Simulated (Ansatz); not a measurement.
**Geometry relaxation of CH9NSi (part 2 of 2)**

Continued. System: CH9NSi. Method: RKS B3LYP-D4/6-31G* (Ansatz 0.2.0). The input holds or restrains some coordinates. It belongs to a series of runs on one base structure; here: pulled along the bonds that form and break, towards end B.

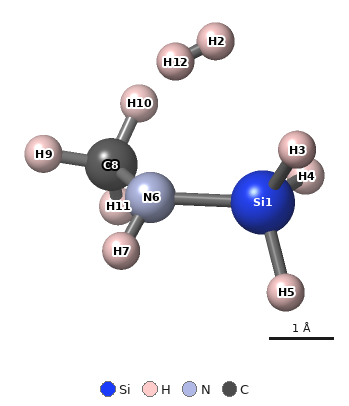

*The geometry at step 17 of the log (ball-and-stick view, seen at a tilt; atoms are numbered from 1 in the order of the input).*

### Trajectory as extended XYZ, continued
```
12
Properties=species:S:1:pos:R:3:forces:R:3 step=9 energy=-10550.91756
Si   -0.5501    0.0630   -0.3170   -0.8700  -0.1125   0.3494
H     0.3685   -0.0574    2.1927    1.5213   0.4334   0.0304
H     0.8046   -0.2566    0.2098   -0.0317  -0.0090  -0.0478
H    -0.4861    1.4748   -0.7850   -0.0445   0.0425  -0.0115
H    -0.7924   -0.8490   -1.4689   -0.0652   0.0092   0.0170
N    -1.8889   -0.1644    0.8339    0.6566  -0.2102  -0.8534
H    -2.5200   -0.9273    0.6123   -0.0135   0.1514   0.0202
C    -2.4729    0.8763    1.6660   -0.0111   0.2573  -0.2534
H    -3.0337    0.4628    2.5132    0.0804  -0.1109  -0.0239
H    -1.6784    1.5108    2.0747   -0.0309  -0.0311   0.0533
H    -3.1518    1.5357    1.1037   -0.0676   0.0431   0.0513
H    -0.2667   -0.2711    2.4170   -1.1240  -0.4633   0.6683
12
Properties=species:S:1:pos:R:3:forces:R:3 step=10 energy=-10550.92513
Si   -0.5589    0.0673   -0.3040   -0.8398  -0.1973   0.2337
H     0.3714   -0.0728    2.2007    1.5165   0.4299   0.0019
H     0.8030   -0.2343    0.2109   -0.0250  -0.0174  -0.0376
H    -0.5223    1.4842   -0.7624   -0.0507   0.0358   0.0070
H    -0.8048   -0.8320   -1.4647   -0.0243  -0.0054   0.0015
N    -1.8833   -0.1978    0.8550    0.8399   0.0448  -0.8603
H    -2.5346   -0.9293    0.6070   -0.1300   0.0068  -0.0328
C    -2.4582    0.8741    1.6473   -0.2312   0.2744   0.0545
H    -3.0266    0.4819    2.5067    0.1335  -0.0008  -0.1330
H    -1.6571    1.5100    2.0507   -0.1187  -0.0864  -0.0208
H    -3.1353    1.5282    1.0683    0.0449  -0.0233   0.1024
H    -0.2611   -0.2819    2.4369   -1.1150  -0.4610   0.6836
12
Properties=species:S:1:pos:R:3:forces:R:3 step=11 energy=-10550.95268 accepted=F
Si   -0.5563    0.0531   -0.2797   -0.9135  -0.1749   0.0459
H     0.4075    0.0505    2.2229    0.1780  -0.0609   0.4986
H     0.8019   -0.2835    0.2158   -0.0237   0.0094  -0.0801
H    -0.5355    1.4821   -0.7110    0.0244  -0.0145   0.0402
H    -0.8281   -0.8100   -1.4662   -0.0019   0.0099   0.0421
N    -1.8815   -0.2210    0.8818    0.6430  -0.0341  -0.8409
H    -2.5635   -0.9147    0.5905    0.0436   0.1009   0.0005
C    -2.4691    0.8763    1.6344   -0.2070   0.1716   0.1895
H    -3.0609    0.4965    2.4831    0.0943   0.0227  -0.1257
H    -1.6736    1.5026    2.0578   -0.0576  -0.0427  -0.0252
H    -3.1251    1.5363    1.0367    0.0868  -0.0764   0.0475
H    -0.1837   -0.3708    2.3862    0.1335   0.0891   0.2076
12
Properties=species:S:1:pos:R:3:forces:R:3 step=12 energy=-10550.93397
Si   -0.5572    0.0545   -0.2976   -0.8531  -0.1998   0.2419
H     0.3878   -0.0100    2.2057    1.4472   0.5025   0.0177
H     0.7996   -0.2954    0.1946   -0.0070  -0.0125  -0.0318
H    -0.5039    1.4860   -0.7109   -0.0272   0.0054  -0.0003
H    -0.8317   -0.8106   -1.4793   -0.0245   0.0227   0.0012
N    -1.8765   -0.2180    0.8709    0.7222   0.0724  -0.8589
H    -2.5516   -0.9147    0.5817   -0.0752   0.0184  -0.0146
C    -2.4621    0.8668    1.6441   -0.1745   0.1797   0.0621
H    -3.0372    0.4776    2.4981    0.0858  -0.0036  -0.0845
H    -1.6670    1.5027    2.0544   -0.0781  -0.0589  -0.0227
H    -3.1335    1.5177    1.0570    0.0430  -0.0213   0.0525
H    -0.2345   -0.2591    2.4337   -1.0585  -0.5050   0.6373
12
Properties=species:S:1:pos:R:3:forces:R:3 step=13 energy=-10550.94218
Si   -0.5488    0.0317   -0.2787   -0.8977  -0.1447   0.1372
H     0.4369    0.0542    2.2126    1.4074   0.5221   0.0200
H     0.8041   -0.3885    0.1707   -0.0607  -0.0094  -0.0277
H    -0.4704    1.4781   -0.6425    0.0272  -0.0333   0.0361
H    -0.8785   -0.7653   -1.4979    0.0139   0.0277   0.0486
N    -1.8711   -0.2423    0.8928    0.4403   0.0109  -0.8843
H    -2.5755   -0.8918    0.5464    0.1385   0.0957   0.0669
C    -2.4781    0.8566    1.6409   -0.0087   0.0336   0.0397
H    -3.0627    0.4674    2.4838   -0.0055  -0.0126  -0.0022
H    -1.6940    1.4927    2.0629   -0.0037   0.0096   0.0043
H    -3.1378    1.5022    1.0400    0.0092  -0.0065  -0.0216
H    -0.1919   -0.1975    2.4215   -1.0602  -0.4931   0.5830
12
Properties=species:S:1:pos:R:3:forces:R:3 step=14 energy=-10550.96483 accepted=F
Si   -0.5478    0.0138   -0.2769   -0.8304  -0.1465   0.1546
H     0.4220    0.1995    2.2190    0.6615   0.3315   0.2481
H     0.7880   -0.4968    0.1332   -0.0816   0.0163  -0.0223
H    -0.4112    1.4763   -0.5677    0.0166  -0.1181   0.0382
H    -0.9265   -0.7150   -1.5300    0.0300   0.0851   0.0961
N    -1.8598   -0.2625    0.9096    0.2133  -0.0029  -0.8929
H    -2.5746   -0.8955    0.5438    0.2357   0.1355   0.1192
C    -2.4824    0.8456    1.6404    0.0390  -0.0300  -0.0273
H    -3.0847    0.4596    2.4717   -0.0138  -0.0200  -0.0048
H    -1.7071    1.4810    2.0753    0.0306   0.0291   0.0186
H    -3.1274    1.4898    1.0221    0.0095  -0.0187  -0.0165
H    -0.1564   -0.1983    2.4119   -0.3103  -0.2615   0.2890
12
Properties=species:S:1:pos:R:3:forces:R:3 step=15 energy=-10550.94789
Si   -0.5494    0.0235   -0.2762   -0.8531  -0.1687   0.1932
H     0.4430    0.1185    2.2051    1.3067   0.5725   0.0535
H     0.7890   -0.4571    0.1536   -0.0399  -0.0041  -0.0283
H    -0.4257    1.4786   -0.5912    0.0068  -0.0563   0.0299
H    -0.9040   -0.7335   -1.5135    0.0022   0.0483   0.0232
N    -1.8683   -0.2496    0.8999    0.4566   0.0956  -0.8263
H    -2.5686   -0.9013    0.5545    0.0754   0.0467   0.0469
C    -2.4856    0.8514    1.6407    0.0044  -0.0082  -0.0206
H    -3.0808    0.4609    2.4751   -0.0084  -0.0110   0.0005
H    -1.7084    1.4891    2.0716    0.0111   0.0077   0.0077
H    -3.1373    1.4948    1.0288   -0.0014  -0.0030  -0.0079
H    -0.1718   -0.1777    2.4040   -0.9604  -0.5196   0.5282
12
Properties=species:S:1:pos:R:3:forces:R:3 step=16 energy=-10550.95547
Si   -0.5483    0.0111   -0.2733   -0.8408  -0.1372   0.2126
H     0.4587    0.1529    2.2006    1.3032   0.5368   0.0250
H     0.7785   -0.5253    0.1294   -0.0557  -0.0047  -0.0186
H    -0.3863    1.4737   -0.5373    0.0070  -0.0862   0.0350
H    -0.9331   -0.6899   -1.5357    0.0168   0.0513   0.0345
N    -1.8654   -0.2589    0.9059    0.4828   0.1446  -0.7915
H    -2.5622   -0.9133    0.5626    0.0295   0.0023   0.0339
C    -2.4915    0.8446    1.6380    0.0145  -0.0340  -0.0488
H    -3.0937    0.4531    2.4666   -0.0125  -0.0044   0.0053
H    -1.7198    1.4846    2.0750    0.0077   0.0077   0.0034
H    -3.1384    1.4844    1.0175   -0.0063   0.0014  -0.0015
H    -0.1664   -0.1194    2.4033   -0.9461  -0.4778   0.5106
12
Properties=species:S:1:pos:R:3:forces:R:3 step=17 energy=-10550.97219
Si   -0.5480   -0.0073   -0.2598   -0.7799  -0.0899   0.1603
H     0.4900    0.2388    2.1959    1.1447   0.5706   0.0957
H     0.7556   -0.6290    0.1109   -0.1303   0.0184  -0.0484
H    -0.3231    1.4625   -0.4480   -0.0034  -0.1701   0.0497
H    -0.9671   -0.6198   -1.5625    0.0479   0.0719   0.0993
N    -1.8693   -0.2680    0.9162    0.5843   0.1957  -0.7210
H    -2.5554   -0.9357    0.5845   -0.0487  -0.0675   0.0098
C    -2.5093    0.8392    1.6314    0.0224  -0.0467  -0.0580
H    -3.1216    0.4491    2.4534   -0.0079   0.0073   0.0001
H    -1.7458    1.4851    2.0750    0.0011  -0.0033  -0.0040
H    -3.1501    1.4717    0.9969   -0.0069  -0.0002   0.0091
H    -0.1239   -0.0892    2.3584   -0.8232  -0.4864   0.4075
12
Properties=species:S:1:pos:R:3:forces:R:3 step=18 energy=-10550.97570
Si   -0.5465   -0.0307   -0.2503   -0.6474  -0.0418   0.0709
H     0.5057    0.3420    2.1839    1.2694   0.6764   0.0327
H     0.7196   -0.7812    0.0605   -0.3071   0.1474  -0.0594
H    -0.2265    1.4444   -0.3190   -0.0594  -0.4080   0.0237
H    -1.0148   -0.5159   -1.6054    0.1422   0.1484   0.2864
N    -1.8663   -0.2853    0.9287    0.5980   0.2088  -0.6944
H    -2.5427   -0.9700    0.6125   -0.0575  -0.0829   0.0139
C    -2.5231    0.8260    1.6230    0.0214  -0.0526  -0.0764
H    -3.1409    0.4386    2.4421   -0.0094   0.0097   0.0009
H    -1.7692    1.4823    2.0685   -0.0070  -0.0055  -0.0148
H    -3.1629    1.4462    0.9753   -0.0055  -0.0026   0.0141
H    -0.1004    0.0010    2.3327   -0.9378  -0.5973   0.4024
12
Properties=species:S:1:pos:R:3:forces:R:3 step=19 energy=-10550.97912
Si   -0.5484   -0.0307   -0.2394   -0.6658  -0.0803   0.1149
H     0.5241    0.3556    2.1760    1.3504   0.7800   0.0630
H     0.7002   -0.7984    0.0656   -0.2113   0.0757  -0.0487
H    -0.2033    1.4311   -0.2889   -0.0644  -0.2741   0.0295
H    -1.0081   -0.4837   -1.6003    0.0803   0.1006   0.1840
N    -1.8693   -0.2877    0.9379    0.5731   0.1810  -0.7117
H    -2.5422   -0.9789    0.6246   -0.0212  -0.0565   0.0290
C    -2.5345    0.8260    1.6190    0.0158  -0.0357  -0.0603
H    -3.1484    0.4449    2.4441   -0.0072   0.0050  -0.0011
H    -1.7853    1.4938    2.0549    0.0029  -0.0059  -0.0093
H    -3.1802    1.4335    0.9650   -0.0078  -0.0016   0.0116
H    -0.0725   -0.0082    2.2939   -1.0448  -0.6881   0.3991
12
Properties=species:S:1:pos:R:3:forces:R:3 step=20 energy=-10550.99598
Si   -0.5538   -0.0200   -0.2477   -0.9554  -0.3207   0.4356
H     0.5503    0.3692    2.1536    1.4141   0.7237  -0.0169
H     0.6077   -0.8982    0.0225    0.0995  -0.0268  -0.0728
H    -0.1393    1.4044   -0.1852   -0.0008  -0.0106   0.0190
H    -1.0352   -0.3319   -1.6274    0.0370   0.0487  -0.0243
N    -1.8439   -0.3014    0.9598    0.3940   0.1998  -0.6482
H    -2.4778   -1.0600    0.7314    0.0191  -0.0325  -0.0313
C    -2.5482    0.8167    1.5892    0.0525  -0.0046   0.0050
H    -3.1687    0.4759    2.4303    0.0790  -0.0961  -0.0950
H    -1.8075    1.5056    2.0008    0.0170   0.1235   0.0558
H    -3.1929    1.3924    0.9107   -0.0850   0.0357  -0.0650
H    -0.0586    0.0448    2.3143   -1.0711  -0.6400   0.4381
12
Properties=species:S:1:pos:R:3:forces:R:3 step=21 energy=-10551.01697
Si   -0.5573   -0.0305   -0.2251   -0.9116  -0.2107   0.2731
H     0.6384    0.3722    2.1329    1.3326   0.5601   0.0317
H     0.5381   -1.0256   -0.0499   -0.0591   0.0686  -0.0649
H    -0.0501    1.3565   -0.0338   -0.0200  -0.1188  -0.0395
H    -1.0604   -0.1504   -1.6416    0.0921   0.0203   0.1945
N    -1.8310   -0.3085    1.0018    0.2101  -0.0447  -0.7313
H    -2.4251   -1.1277    0.8413    0.2590   0.3209   0.0448
C    -2.5873    0.8196    1.5552    0.0149  -0.0222   0.0250
H    -3.1987    0.5003    2.4128    0.0993  -0.0694  -0.1270
H    -1.8780    1.5636    1.9339   -0.0231   0.0453  -0.0145
H    -3.2555    1.3291    0.8415    0.0046  -0.0384  -0.0130
H    -0.0011    0.0988    2.2833   -0.9984  -0.5111   0.4211
12
Properties=species:S:1:pos:R:3:forces:R:3 step=22 energy=-10551.02827 accepted=F
Si   -0.5590   -0.0188   -0.2272   -0.8273  -0.2009   0.2512
H     0.5997    0.3827    2.1433    0.8848   0.4867   0.1204
H     0.5194   -1.0434   -0.1114   -0.1027   0.0772  -0.0029
H    -0.0096    1.3501   -0.0259   -0.0233  -0.1022  -0.0004
H    -1.0851   -0.0901   -1.6396    0.0614   0.0183   0.2127
N    -1.8004   -0.2910    1.0332    0.0982  -0.1440  -0.8355
H    -2.3673   -1.1408    0.9105    0.2985   0.4792   0.0527
C    -2.5974    0.8360    1.5364   -0.0050   0.0056  -0.0213
H    -3.1773    0.5218    2.4172    0.0668   0.0102  -0.1189
H    -1.9197    1.6384    1.8688   -0.1033  -0.1455  -0.0939
H    -3.3056    1.2746    0.8045    0.1462  -0.1042   0.1251
H     0.0345   -0.0218    2.3425   -0.4943  -0.3804   0.3107
12
Properties=species:S:1:pos:R:3:forces:R:3 step=23 energy=-10551.02637
Si   -0.5572   -0.0217   -0.2182   -0.8667  -0.2018   0.2962
H     0.6520    0.3422    2.1379    1.4230   0.5849   0.0029
H     0.5228   -1.0342   -0.0717   -0.0329   0.0282  -0.0232
H    -0.0194    1.3508   -0.0254   -0.0262  -0.0698  -0.0086
H    -1.0691   -0.1198   -1.6267    0.0425   0.0198   0.0945
N    -1.8217   -0.2960    1.0171    0.3812   0.0483  -0.7767
H    -2.4011   -1.1210    0.8615    0.1339   0.1555   0.0334
C    -2.5996    0.8259    1.5458    0.0025   0.0030   0.0120
H    -3.1836    0.5059    2.4195    0.0470  -0.0181  -0.0582
H    -1.9091    1.6057    1.8885   -0.0407   0.0020  -0.0182
H    -3.2971    1.2881    0.8274    0.0147  -0.0222   0.0028
H     0.0153    0.0716    2.2966   -1.0782  -0.5298   0.4432
12
Properties=species:S:1:pos:R:3:forces:R:3 step=24 energy=-10551.03673
Si   -0.5576   -0.0100   -0.2098   -0.8360  -0.1896   0.3500
H     0.6778    0.3163    2.1394    1.3897   0.6094   0.0109
H     0.4932   -1.0567   -0.0965   -0.0368   0.0279  -0.0150
H     0.0150    1.3426    0.0061   -0.0058  -0.0344  -0.0034
H    -1.0837   -0.0583   -1.6116    0.0148   0.0100   0.0312
N    -1.8065   -0.2790    1.0410    0.4605   0.0950  -0.8281
H    -2.3570   -1.1254    0.9127    0.0559   0.0765   0.0338
C    -2.6208    0.8351    1.5268   -0.0026   0.0587  -0.0195
H    -3.1767    0.5240    2.4206    0.0074   0.0365  -0.0260
H    -1.9586    1.6614    1.8239   -0.0953  -0.0983  -0.0418
H    -3.3491    1.2336    0.7960    0.0793  -0.0454   0.0719
H     0.0561    0.0137    2.3037   -1.0311  -0.5461   0.4359
```

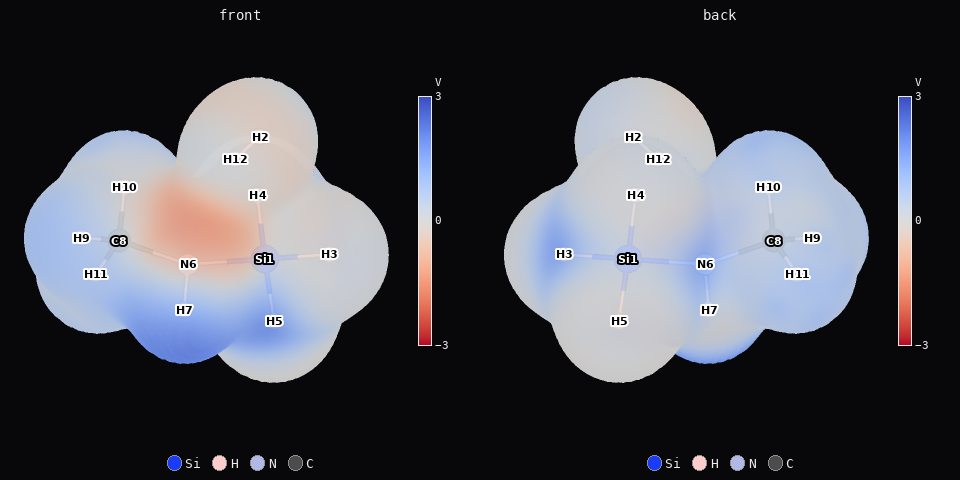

*The electrostatic potential painted on the density surface at 0.004 e/bohr³, seen at a tilt and from behind; the colour scale runs from red (negative) to blue (positive).*

A positive charge is drawn to the negative regions and a negative charge to the positive ones.

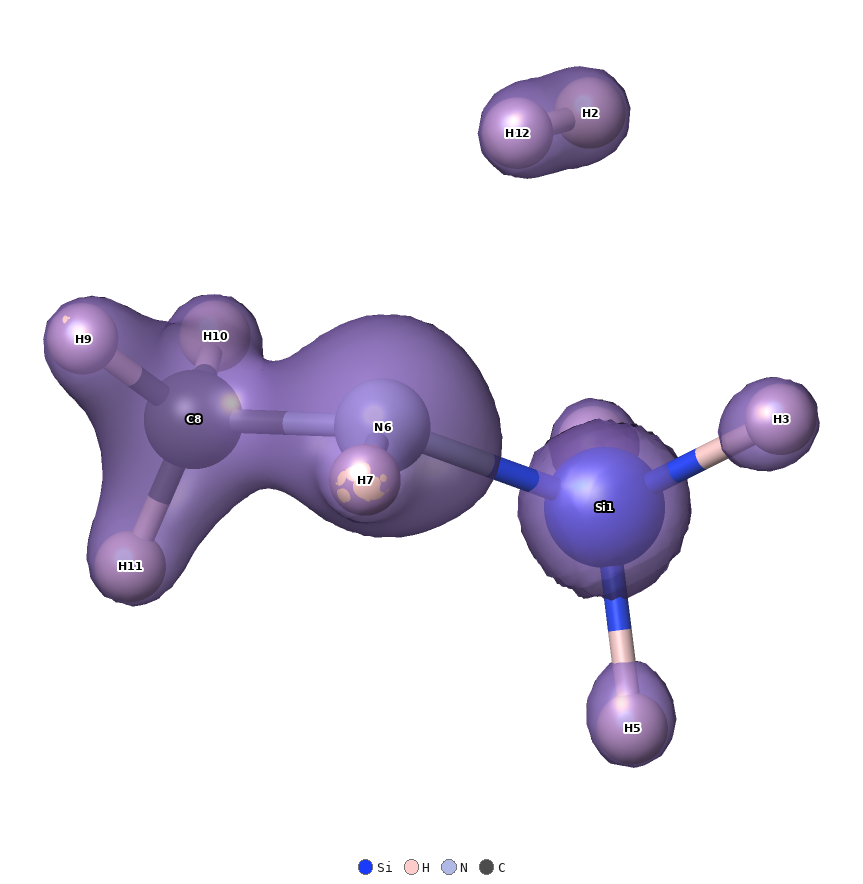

*Isosurface of the total electron density at 1 e/Å³ (purple), seen face on.*

At this value the surface falls into six separate pieces. It is pinched off along the Si···H (2.59 Å) and Si–N (1.79 Å) contacts. On the grid the lowest density along these lines, outside the cores, is 0.1 e/Å³ (Si···H, 2.59 Å), 1.8 e/Å³ (C–N, 1.46 Å), 0.78 e/Å³ (Si–N, 1.79 Å) and 1.8 e/Å³ (H–H, 0.71 Å).

The run was set up as follows.

### Input file
```yaml
crystal:
  periodic: [false, false, false]
  atoms:
    - { symbol: Si, position_ang: [0.0, 0.0, 0.0] }
    - { symbol: H, position_ang: [0.0, 0.0, 1.81] }
    - { symbol: H, position_ang: [1.3768, 0.0, -0.4862] }
    - { symbol: H, position_ang: [-0.6877, 1.1914, -0.4862] }
    - { symbol: H, position_ang: [-0.6877, -1.1914, -0.4862] }
    - { symbol: "N", position_ang: [-2.0118, 0.0, 0.6685] }
    - { symbol: H, position_ang: [-2.7319, -0.6071, 0.1822] }
    - { symbol: C, position_ang: [-2.4083, 0.842, 1.8064] }
    - { symbol: H, position_ang: [-2.916, 0.2171, 2.5705] }
    - { symbol: H, position_ang: [-1.5064, 1.3108, 2.2524] }
    - { symbol: H, position_ang: [-3.1022, 1.6347, 1.4568] }
    - { symbol: H, position_ang: [-0.9927, 0.0, 1.7642] }
basis:
  gaussian: { orbitals: "6-31G*" }
hamiltonian:
  xc: b3lyp
  dispersion: d4
relax:
  f_tol: 0.15
  max_steps: 25
  restrain:
    - { distance: [0, 5], at: 1.82, k: 30.0 }
    - { distance: [11, 1], at: 0.66, k: 30.0 }
    - { distance: [0, 1], at: 2.66, k: 30.0 }
    - { distance: [11, 5], at: 2.26, k: 30.0 }
output:
  orbitals: {}
```

Launched with:
```bash
ansatz run input.yaml --threads 1 --pin off --max-ram 2048MiB --backend cpu --events-out ev --progress --plain --runs-dir out
```

### Results in brief

| quantity | value |
| --- | --- |
| outcome | converged under the restraints of the input |
| total energy | −10551.0370 eV |
| mean-field energy | −10550.7209 eV |
| largest force (length of the vector) at the end, held atoms and coordinates included | 1.517 eV/Å |
| hardware | 1 thread of Arm Neoverse V2, 24 GiB of memory available, shared host |
| wall time | 61 s |
| peak memory | 0.14 GiB |
